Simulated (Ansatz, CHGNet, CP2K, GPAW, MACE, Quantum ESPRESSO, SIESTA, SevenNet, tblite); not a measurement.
# CP2K on Ge(100) slab, H on the bottom face, dimerised (80 atoms): settings against a plane-wave reference

Wanted: CP2K inputs and outputs for Ge(100) slab, H on the bottom face, dimerised (80 atoms), checked against a plane-wave reference.

Main program and level: CP2K 2026.2; the method is named at each step.

## (1) The starting structure

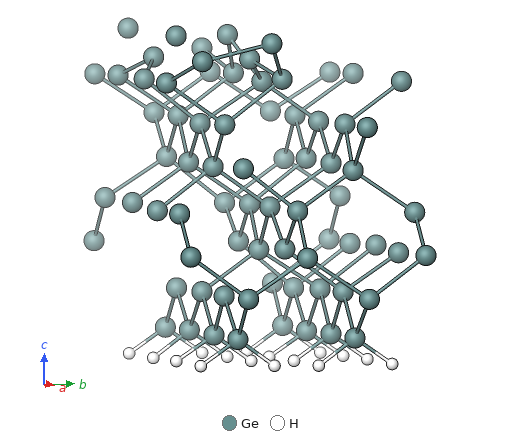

The starting structure, seen from the side, with the c axis up (germanium teal, hydrogen white). Some periodic images of atoms are drawn too.

The cell holds 80 atoms: 64 Ge and 16 H. Its edges and angles: a = 16.003 Å, b = 8.002 Å, c = 20.785 Å, α = 90.0°, β = 90.0°, γ = 90.0°. It derives from Ge (diamond-structure). Diamond-structure Ge (a = 5.658 Å), (100) slab of 8 atomic planes, 4 x 2 surface cells, H on the broken bonds of the bottom face, 10 Å of vacuum; top atoms paired into dimers, p(2x2) buckling; displaced by a Gaussian of 0.02 Å. Then every atom was moved at random, 0.05 Å r.m.s. a Cartesian component (hydrogen 0.6 of that). Regions: slab, 64 atoms (64 Ge); hydrogen, 16 atoms (16 H). Vacuum lies along c.

The yardstick, on the same geometry:

```
method                 : Kohn-Sham DFT, PBE, PAW, plane waves (Ansatz 0.2.0); cutoff 420 eV, Γ point, fermi-dirac smearing of 0.05 eV; PAW set soft_2
r.m.s. force component : 0.7716 eV/Å
longest force          : 3.375 eV/Å
SCF cycles             : 11
time                   : 26 s on 8 threads of Arm Neoverse V2, shared host
CPU time               : 3.3 min
```

## (2) PBE, DZVP-MOLOPT-SR, 450/50 Ry, diagonalisation

Method: Kohn-Sham DFT, PBE, GTH-PBE pseudopotentials, Gaussian and plane waves, DZVP-MOLOPT-SR-GTH, diagonalisation.

File input.inp:

```
&GLOBAL
  PROJECT cell
  RUN_TYPE ENERGY_FORCE
  PRINT_LEVEL LOW
&END GLOBAL
&FORCE_EVAL
  METHOD QS
  &DFT
    BASIS_SET_FILE_NAME BASIS_MOLOPT
    POTENTIAL_FILE_NAME GTH_POTENTIALS
    &MGRID
      CUTOFF 450
      REL_CUTOFF 50
    &END MGRID
    &QS
      EPS_DEFAULT 1.0E-12
    &END QS
    &SCF
      SCF_GUESS ATOMIC
      EPS_SCF 1.0E-06
      MAX_SCF 200
      ADDED_MOS 33
      &DIAGONALIZATION
        ALGORITHM STANDARD
      &END DIAGONALIZATION
      &SMEAR ON
        METHOD FERMI_DIRAC
        ELECTRONIC_TEMPERATURE [K] 580
      &END SMEAR
      &MIXING
        METHOD BROYDEN_MIXING
        ALPHA 0.15
        NBROYDEN 8
      &END MIXING
      &PRINT
        &RESTART OFF
        &END RESTART
      &END PRINT
    &END SCF
    &XC
      &XC_FUNCTIONAL PBE
      &END XC_FUNCTIONAL
    &END XC
    &PRINT
      &MULLIKEN ON
      &END MULLIKEN
      &LOWDIN ON
      &END LOWDIN
      &HIRSHFELD ON
      &END HIRSHFELD
      &MO ON
        EIGENVALUES T
        OCCUPATION_NUMBERS T
        MO_INDEX_RANGE 125 148
        &EACH
          QS_SCF 0
        &END EACH
        ADD_LAST NUMERIC
      &END MO
    &END PRINT
  &END DFT
  &SUBSYS
    &CELL
      A 16.00324 0.00000 0.00000
      B 0.00000 8.00162 0.00000
      C 0.00000 0.00000 20.78485
    &END CELL
    &COORD
      Ge 2.01737 2.00449 5.86548
      Ge 15.89282 1.97688 7.27532
      Ge 15.94659 3.97552 8.63216
      Ge 1.93575 7.96945 10.20370
      Ge 1.96936 2.05242 11.55825
      Ge 0.08530 2.01633 12.96351
      Ge 0.07361 0.00352 14.26672
      Ge 2.00169 0.73823 15.85157
      Ge 1.98968 6.00514 5.89334
      Ge 15.99348 6.07027 7.24830
      Ge 15.97699 7.99906 8.69680
      Ge 2.10235 4.00177 10.01102
      Ge 2.03097 6.04202 11.46264
      Ge 15.98068 6.00089 12.98118
      Ge 0.06529 3.93272 14.31369
      Ge 2.03545 3.24402 15.17523
      Ge 6.01434 1.99608 5.91183
      Ge 3.93216 1.99024 7.24414
      Ge 4.00001 4.08275 8.79220
      Ge 5.98617 0.06785 10.17751
      Ge 6.09675 1.95160 11.51377
      Ge 4.06034 2.01929 13.00072
      Ge 4.01057 7.98514 14.36067
      Ge 5.95577 0.79352 15.02703
      Ge 6.02170 5.98377 5.85676
      Ge 3.95856 5.96897 7.22315
      Ge 4.04466 7.87143 8.69139
      Ge 5.98809 4.05066 10.09686
      Ge 6.02330 5.97305 11.61187
      Ge 4.01889 6.00538 12.97868
      Ge 4.10179 3.89007 14.41263
      Ge 6.10028 3.27402 15.76198
      Ge 10.03387 2.00793 5.88274
      Ge 8.07972 2.00049 7.26243
      Ge 7.97890 3.95432 8.65336
      Ge 10.08860 0.06665 10.04428
      Ge 10.08044 1.96808 11.50067
      Ge 8.05091 1.94367 12.87330
      Ge 8.03683 0.04329 14.37439
      Ge 10.05196 0.71478 15.86903
      Ge 10.04731 5.98545 5.89396
      Ge 7.99298 6.03666 7.32084
      Ge 8.06147 7.92793 8.77245
      Ge 10.00939 3.91303 10.14342
      Ge 10.02699 5.99233 11.58589
      Ge 7.99778 5.98617 12.91446
      Ge 7.99650 4.05506 14.26132
      Ge 10.03083 3.22257 15.07941
      Ge 14.03068 1.99648 5.87027
      Ge 12.00115 1.94727 7.24705
      Ge 12.13478 3.98473 8.81007
      Ge 14.09789 0.00136 10.07317
      Ge 14.15503 2.15996 11.56864
      Ge 11.95138 1.97928 12.96206
      Ge 12.05108 7.97441 14.37252
      Ge 14.01916 0.79552 15.14613
[... 20 atom lines left out ...]
      H 14.01180 0.73951 4.98982
      H 14.03292 3.24282 4.98566
      H 14.03884 7.24747 5.01497
      H 13.99659 4.75960 4.97818
    &END COORD
    &KIND Ge
      BASIS_SET DZVP-MOLOPT-SR-GTH-q4
      POTENTIAL GTH-PBE-q4
    &END KIND
    &KIND H
      BASIS_SET DZVP-MOLOPT-SR-GTH-q1
      POTENTIAL GTH-PBE-q1
    &END KIND
  &END SUBSYS
  &PRINT
    &FORCES ON
    &END FORCES
  &END PRINT
&END FORCE_EVAL
```

On the command line:

```sh
$ OMP_NUM_THREADS=2 cp2k.psmp -i input.inp > output.txt
```

Numbers of over 12 decimals in the logs are rounded to 6 here.

Output:

```text
CP2K| version string:                                       CP2K version 2026.2
 CP2K| Input file name                                                 input.inp
 GLOBAL| Basis set file name                                        BASIS_MOLOPT
 GLOBAL| Potential file name                                      GTH_POTENTIALS
 GLOBAL| Run type                                                   ENERGY_FORCE
 GLOBAL| Total number of message passing processes                             1
 GLOBAL| Number of threads for this process                                    2
 TOTAL NUMBERS AND MAXIMUM NUMBERS
  Total number of            - Atomic kinds:                                   2
                             - Atoms:                                         80
                             - Shell sets:                                    80
                             - Shells:                                       368
                             - Primitive Cartesian functions:                336
                             - Cartesian basis functions:                    976
                             - Spherical basis functions:                    912
  Maximum angular momentum of- Orbital basis functions:                        2
                             - Local part of the GTH pseudopotential:          2
                             - Non-local part of the GTH pseudopotential:      4
 SCF PARAMETERS         Density guess:                                    ATOMIC
                        max_scf:                                             200
                        eps_scf:                                        1.00E-06
                        added MOs                                        33    0
                        Mixing method:                            BROYDEN_MIXING
                                                charge density mixing in g-space
                        Smear method:                                FERMI_DIRAC
                        Electronic temperature [K]:                        580.0
                        Electronic temperature [a.u.]:                  1.84E-03
                        Accuracy threshold:                             1.00E-10
 Extrapolation method: initial_guess
 Number of electrons:                                                        272
 Number of occupied orbitals:                                                136
 Number of molecular orbitals:                                               169
 Number of orbital functions:                                                912
 Number of independent orbital functions:                                    912
 SCF WAVEFUNCTION OPTIMIZATION
  Step     Update method      Time    Convergence         Total energy    Change
     1 NoMix/Diag. 0.15E+00    3.8     0.83234066      -260.0606039549 -2.60E+02
     2 Broy./Diag. 0.15E+00    4.6     0.05318758      -258.6048442834  1.46E+00
     3 Broy./Diag. 0.15E+00    4.8     0.17560170      -258.5256726995  7.92E-02
     4 Broy./Diag. 0.15E+00    4.9     0.05076497      -259.4384930857 -9.13E-01
[...]
34 Broy./Diag. 0.15E+00    5.2     0.00000207      -259.6108842695  2.52E-05
    35 Broy./Diag. 0.15E+00    5.1     0.00000093      -259.6108676827  1.66E-05
  *** SCF run converged in    35 steps ***
  Electronic density on regular grids:       -271.9999999999        0.0000000001
  Core density on regular grids:              271.9999999990       -0.0000000010
  Total charge density on r-space grids:       -0.0000000009
  Total charge density g-space grids:          -0.0000000009
  Overlap energy of the core charge distribution:               1.3193e-05
  Self energy of the core charge distribution:               -557.502892
  Core Hamiltonian energy:                                    137.119153
  Hartree energy:                                             241.609793
  Exchange-correlation energy:                                -80.829153
  Electronic entropic energy:                                  -0.00778195
  Fermi energy:                                                 0.017327
  Total energy:                                              -259.610868
  Total energy (extrapolated to T->0):                       -259.606977
 MO| EIGENVALUES AND OCCUPATION NUMBERS
 MO|
 MO|  Index      Eigenvalue [a.u.]        Eigenvalue [eV]             Occupation
 MO|    125              -0.014410              -0.392116               2.000000
 MO|    126              -0.013319              -0.362428               2.000000
 MO|    127              -0.012696              -0.345486               2.000000
[...]
MO|    147               0.072334               1.968309               0.000000
 MO|    148               0.077084               2.097567               0.000000
 MO| Sum:                                                             272.000000
 MO| E(Fermi):            0.017327 a.u.          0.471505 eV
 !-----------------------------------------------------------------------------!
                     Mulliken Population Analysis
 #  Atom  Element  Kind  Atomic population                           Net charge
       1     Ge       1          3.971247                              0.028753
       2     Ge       1          4.058293                             -0.058293
       3     Ge       1          4.015682                             -0.015682
[...]
# Total charge                            272.000000                  0.000000
 !-----------------------------------------------------------------------------!
 !-----------------------------------------------------------------------------!
                           Hirshfeld Charges
  #Atom  Element  Kind  Ref Charge     Population                    Net charge
      1       Ge     1       4.000          4.956                        -0.956
      2       Ge     1       4.000          3.995                         0.005
      3       Ge     1       4.000          3.999                         0.001
[...]
79       H      2       1.000          0.524                         0.476
     80       H      2       1.000          0.522                         0.478
  Total Charge                                                            0.000
 !-----------------------------------------------------------------------------!
 LOWDIN POPULATION ANALYSIS
 #  Atom  Element  Kind  Atomic population                           Net charge
[...]
79     H        2          1.212757                             -0.212757
      80     H        2          1.203105                             -0.203105
 # Total charge                            272.000000                  0.000000
 ENERGY| Total FORCE_EVAL ( QS ) energy [hartree]           -259.610862
 FORCES| Atomic forces [hartree/bohr]
 FORCES|   Atom     x               y               z               |f|
 FORCES|      1 -2.03944769E-02  4.89807746E-03  5.51027681E-03   2.16861477E-02
 FORCES|      2  2.84189285E-02 -1.17614836E-03  3.51003374E-03   2.86590153E-02
 FORCES|      3  2.64307705E-02  1.40394677E-02 -4.46631136E-03   3.02595476E-02
[...]
FORCES|     79 -2.50683959E-03 -9.08415746E-03 -3.32116471E-04   9.42955263E-03
 FORCES|     80 -4.75726218E-04  7.77327795E-03  6.20238597E-04   7.81248113E-03
 FORCES| Sum    -3.15995554E-06 -5.05734122E-07 -1.06539474E-06
 FORCES| Total atomic force                                       3.37285517E-06
```

Run time: 3.1 min. Hardware: 2 threads of Arm Neoverse V2, shared host; peak memory 4.3 GiB.

Banners, paths, timers and routine set-up lines are dropped from the logs unmarked, and long logs keep their key lines alone; longer cuts are marked.

Against the reference:

| Quantity | Value |
| --- | --- |
| r.m.s. force component | 0.7608 eV/Å |
| r.m.s. difference of force components | 47.34 meV/Å |
| longest difference of force vectors | 209.9 meV/Å |
| force difference over r.m.s. force | 6.135 % |
| slope of forces against the reference's | 0.9841 |
| correlation of force components | 0.9982 |

Length of the force difference by element (eV/Å):

```csv
element,atoms,mean,most
Ge,64,0.064,0.21
H,16,0.061,0.083
```

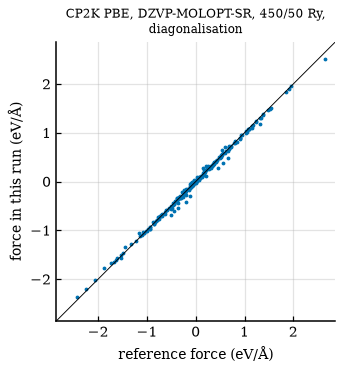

Force components against those of the reference; the line marks equality.

Local excerpt of 13 atoms (numbers count through the whole input) about Ge24, which has 3 bonded neighbours where the commonest count for Ge is 4; x, y, z are measured from there.

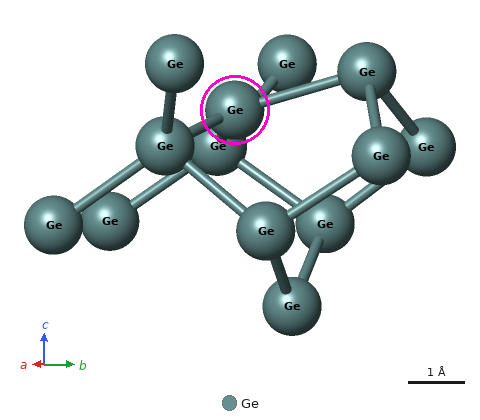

The atoms of the table, within 4.2 Å (arrows a, b, c point along x, y, z); some may hide others; the central atom is ringed.

```csv
atom,x,y,z,distance (Å),bonds,Mulliken charge (e),Fx,Fy,Fz (eV/Å)
Ge24,0.00,0.00,0.00,0.00,3,0.00,1.10,1.19,0.72
Ge23,-1.95,-0.81,-0.67,2.21,4,0.01,-2.36,-0.55,0.23
Ge39,2.08,-0.75,-0.65,2.31,4,-0.01,1.30,-1.02,0.05
Ge32,0.14,2.48,0.73,2.59,3,0.03,0.06,0.18,0.64
Ge22,-1.90,1.23,-2.03,3.03,4,-0.11,-0.09,-0.69,-1.56
Ge38,2.10,1.15,-2.15,3.22,4,-0.10,0.42,0.64,-0.27
Ge31,-1.85,3.10,-0.61,3.66,4,0.00,0.87,1.96,0.01
Ge21,0.14,1.16,-3.51,3.70,4,0.03,-0.82,1.84,0.14
Ge47,2.04,3.26,-0.77,3.92,4,0.00,-0.71,-1.04,0.38
Ge30,-1.94,-2.79,-2.05,3.97,4,0.03,-0.20,-0.79,0.11
Ge8,-3.95,-0.06,0.82,4.04,3,0.04,0.05,-0.54,0.32
Ge46,2.04,-2.81,-2.11,4.06,4,0.03,0.50,1.14,0.34
Ge40,4.10,-0.08,0.84,4.18,3,0.05,-0.10,-0.31,0.27
```

Forces lie 6.1 % from the reference's, at 1.6 times its CPU time (on 2 against 8 cores).

## (3) PBE, SZV-MOLOPT-SR, 450/50 Ry, diagonalisation

Method: Kohn-Sham DFT, PBE, GTH-PBE pseudopotentials, Gaussian and plane waves, SZV-MOLOPT-SR-GTH, diagonalisation.

Edit input.inp of step 2 so:

```diff
@@ -48,4 +48,2 @@
       &END LOWDIN
-      &HIRSHFELD ON
-      &END HIRSHFELD
       &MO ON
@@ -67,7 +65,8 @@
     &END CELL
-    &COORD
-[... 80 atom lines left out: the same atoms as in the first run ...]
-    &END COORD
+    &TOPOLOGY
+      COORD_FILE_NAME structure.xyz
+      COORD_FILE_FORMAT XYZ
+    &END TOPOLOGY
     &KIND Ge
-      BASIS_SET DZVP-MOLOPT-SR-GTH-q4
+      BASIS_SET SZV-MOLOPT-SR-GTH-q4
       POTENTIAL GTH-PBE-q4
@@ -75,3 +74,3 @@
     &KIND H
-      BASIS_SET DZVP-MOLOPT-SR-GTH-q1
+      BASIS_SET SZV-MOLOPT-SR-GTH-q1
       POTENTIAL GTH-PBE-q1
```

File structure.xyz:

```xyz
80

Ge 2.01737 2.00449 5.86548
Ge 15.89282 1.97688 7.27532
Ge 15.94659 3.97552 8.63216
Ge 1.93575 7.96945 10.20370
Ge 1.96936 2.05242 11.55825
Ge 0.08530 2.01633 12.96351
Ge 0.07361 0.00352 14.26672
Ge 2.00169 0.73823 15.85157
Ge 1.98968 6.00514 5.89334
Ge 15.99348 6.07027 7.24830
Ge 15.97699 7.99906 8.69680
Ge 2.10235 4.00177 10.01102
Ge 2.03097 6.04202 11.46264
Ge 15.98068 6.00089 12.98118
Ge 0.06529 3.93272 14.31369
Ge 2.03545 3.24402 15.17523
Ge 6.01434 1.99608 5.91183
Ge 3.93216 1.99024 7.24414
Ge 4.00001 4.08275 8.79220
Ge 5.98617 0.06785 10.17751
[... 56 atom lines left out ...]
H 14.01180 0.73951 4.98982
H 14.03292 3.24282 4.98566
H 14.03884 7.24747 5.01497
H 13.99659 4.75960 4.97818
```

On the command line:

```sh
$ OMP_NUM_THREADS=1 cp2k.psmp -i input.inp > output.txt
```

Output:

```text
CP2K| version string:                                       CP2K version 2026.2
 CP2K| Input file name                                                 input.inp
 GLOBAL| Basis set file name                                        BASIS_MOLOPT
 GLOBAL| Potential file name                                      GTH_POTENTIALS
[... lines left out ...]
                        Smear method:                                FERMI_DIRAC
[... lines left out ...]
 Number of electrons:                                                        272
[... lines left out ...]
  Step     Update method      Time    Convergence         Total energy    Change
[... lines left out ...]
  *** SCF run converged in    32 steps ***
[... lines left out ...]
  Fermi energy:                                                 0.085880
  Total energy:                                              -257.204946
  Total energy (extrapolated to T->0):                       -257.203244
[... lines left out ...]
 MO| E(Fermi):            0.085880 a.u.          2.336911 eV
[... lines left out ...]
      79     H        2          1.013154                             -0.013154
      80     H        2          1.009699                             -0.009699
 # Total charge                            272.000000                 -0.000000
 ENERGY| Total FORCE_EVAL ( QS ) energy [hartree]           -257.204902
 FORCES| Atomic forces [hartree/bohr]
 FORCES|   Atom     x               y               z               |f|
 FORCES|      1 -2.64240468E-02  5.58816849E-03  4.46209890E-03   2.73745905E-02
 FORCES|      2  3.78927863E-02 -4.33710718E-04 -3.90731305E-03   3.80961738E-02
 FORCES|      3  3.50699100E-02  1.77342748E-02  1.31258231E-03   3.93208083E-02
[...]
FORCES|     79 -3.83836948E-03 -2.46448310E-02  7.63838781E-03   2.60853550E-02
 FORCES|     80 -2.87403845E-04  2.27703467E-02  9.69106514E-03   2.47484955E-02
 FORCES| Sum    -4.71057176E-06 -3.34374424E-07 -2.82703436E-06
 FORCES| Total atomic force                                       5.50394548E-06
```

Wall time 3.7 min (1 thread); peak memory 4.2 GiB.

Numbers from this run, and their distance from the reference:

* r.m.s. force component: 1.029 eV/Å
* r.m.s. difference of force components: 376.8 meV/Å
* longest difference of force vectors: 1235 meV/Å
* force difference over r.m.s. force: 48.83 %
* slope of forces against the reference's: 1.27
* correlation of force components: 0.9523

This is a coarse setting, run to see what it loses.

Against the first run (6.1 %), the force difference from the reference is 49 %, at 0.69 times the CPU time (on 1 against 2 cores), with 272 basis functions against 912: the smaller basis costs accuracy.

(Continued in part 2 of 4.)

[Also dropped from logs without a mark: logging warnings of Python, and SIESTA's first energy breakdown and zero terms.]

[Logs are printed without paths, hosts, clocks, repeated set-up lines and the standing remarks that a program may print on its own settings, such as how far it seeks lower states.]

[Hosts, paths, dates, database ids (printed as entryN), source tags and the programs' standing remarks are cut or masked in the printed files.]
